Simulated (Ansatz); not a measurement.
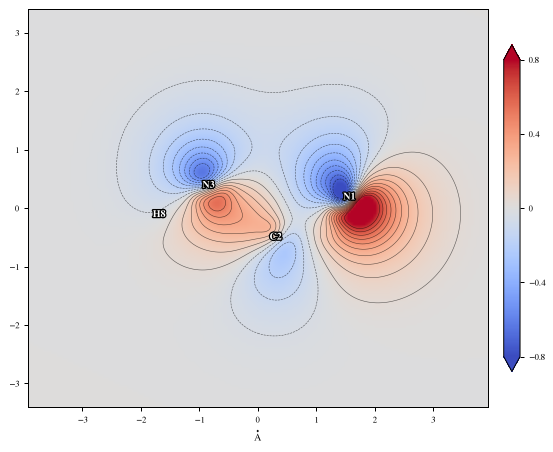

CH6N2 (SMILES NCN). The HOMO−1 on the plane of atoms N1, C2 and N3 (values in Å⁻³ᐟ²; the overall sign is arbitrary).

Theory: RHF/def2-SVP (Ansatz 0.2.0).

```xyz
9

N    -0.6954    0.6484   -0.9255
C     0.4507    0.1565   -0.2142
N     0.1342   -0.8582    0.7730
H    -1.2301   -0.1200   -1.2914
H    -1.3048    1.1708   -0.3210
H     0.9689    1.0242    0.2127
H     1.1375   -0.2924   -0.9338
H     0.9636   -1.3117    1.1134
H    -0.3362   -0.4640    1.5696
```

**Where does this orbital lie, and at what energy?**

Its weight (Hirshfeld) is mainly on N1 (about 50 %), N3 (about 25 %) and C2 (about 10 %); largely a combination of lone pairs on N1 and N3. Its energy is −10.91 eV.
